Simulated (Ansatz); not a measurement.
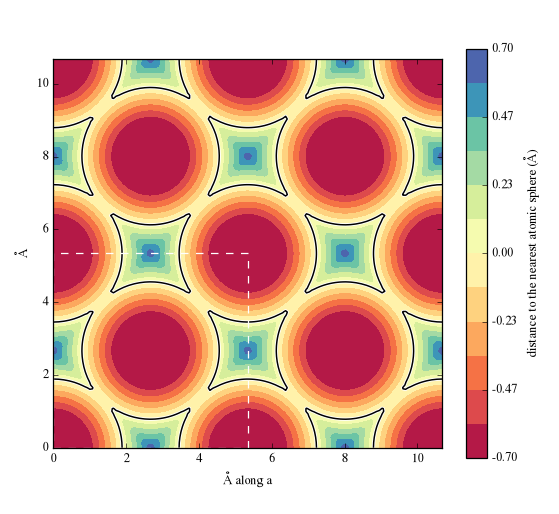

Map of the distance to the nearest atomic sphere in K (Im-3m), computed on the section y = 0.250 (parallel to a and c; the dashed line is one cell). The black line marks the spheres' surfaces; positive values are empty space; unlabelled circles belong to atoms above or below the section.

Atoms are hard spheres with touching radii (half the shortest distance): K 2.31 Å.

Origin of the cell: the input geometry of an electronic-structure calculation (not necessarily at equilibrium).

```
K
1.0
     5.33989    0.00000    0.00000
     0.00000    5.33989    0.00000
     0.00000    0.00000    5.33989
K
2
Direct
  0.00000 0.00000 0.00000
  0.50000 0.50000 0.50000
```

Q: Where is the largest hole in this section, and how large is it?

A: At 0.000, 0.250, 0.500 (fractional), where the distance reaches 0.67 Å; it is enclosed by 4 K in a tetrahedral arrangement. It is the largest hole of the crystal.

Q: How much of the crystal lies outside the spheres?

A: About 32 % of the cell's volume, and 21 % of this section's area.

Q: What can pass through?

A: The largest sphere that fits anywhere has a diameter of 1.35 Å; the largest that can travel through the crystal, about 1.0 Å.
